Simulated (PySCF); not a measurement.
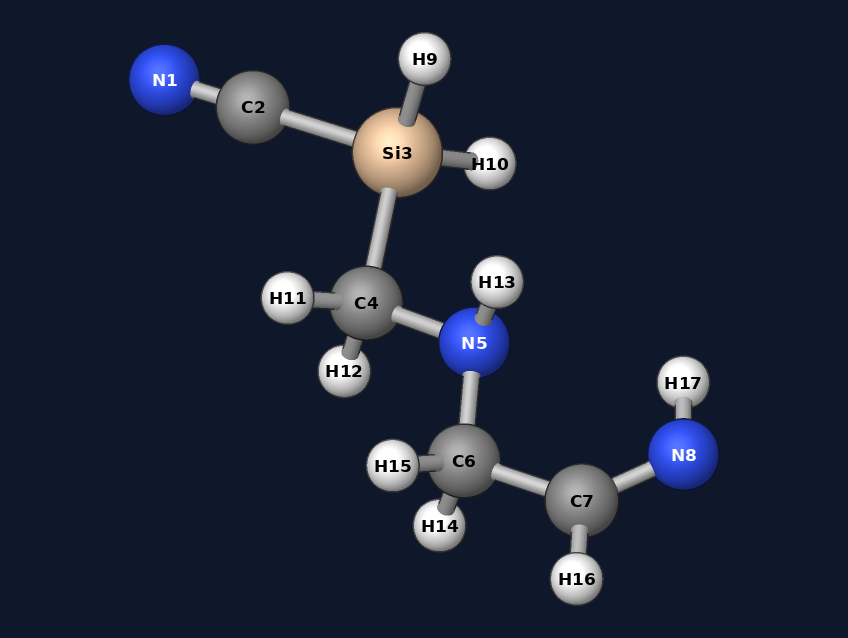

The computed structure is the end point of a GFN2-xTB optimisation. No frequency run is at hand to confirm it as a minimum. Method: GIAO PBE0/pcSseg-1 NMR shielding, non-relativistic, gas phase (PySCF 2.14.0). Principal shieldings σ11 ≤ σ22 ≤ σ33, span Ω = σ33 − σ11, skew κ = 3(σiso − σ22)/Ω.

Give the shielding tensors of the Si atoms.

```csv
atom,σ11,σ22,σ33,σiso,Ω,κ
Si3,385.9,425.8,458.1,423.3,72.2,−0.10
```

Shieldings and span in ppm.

The geometry is semi-empirical. Around Si such bond lengths and angles can be off by a tenth of an ångström or more and by several degrees, and values that hang on the shape move with them.
